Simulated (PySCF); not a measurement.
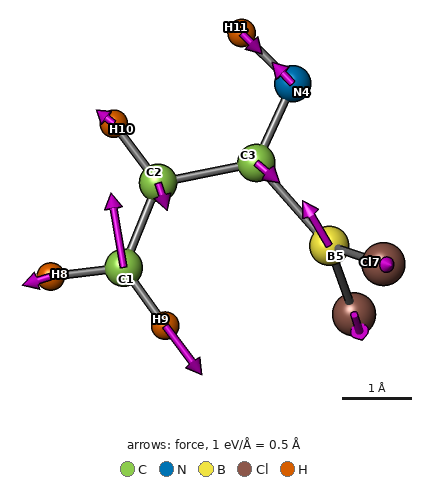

Starting geometry of C$_{3}$H$_{4}$BCl$_{2}$N with the computed forces as purple arrows. A ball-and-stick model, seen face on.

The start comes from GFN2-xTB. Its atoms were then displaced at random by about 0.01 Å.

These are results of PBE0-D3(BJ)/def2-SVP geometry optimisation, gas phase in PySCF, not measurements. 

Is this structure relaxed? If not, where do the atoms go?

It isn't relaxed: the largest force vector, on a C atom, is 2.25 eV/Å. The final displacements have little in common with the starting forces (cosine between the two patterns 0.08). Over 15 geometry steps the energy falls by 0.139 eV. A Cl atom moves most after the best rigid fit: 0.45 Å. By element the largest moves are Cl 0.45 Å, H 0.15 Å, N 0.11 Å, C 0.10 Å, B 0.07 Å. Near-neighbour distances that change, for instance: B–Cl 1.698 → 1.749 Å, C–H 1.048 → 1.094 Å, B–C 1.613 → 1.581 Å, H–N 1.053 → 1.029 Å. Bond angles that change, for instance: C–C–B 119.5° → 123.2°, C–C–H 118.9° → 121.2°. The run took 100 s on 1 thread of Arm Neoverse V2, on a shared host.
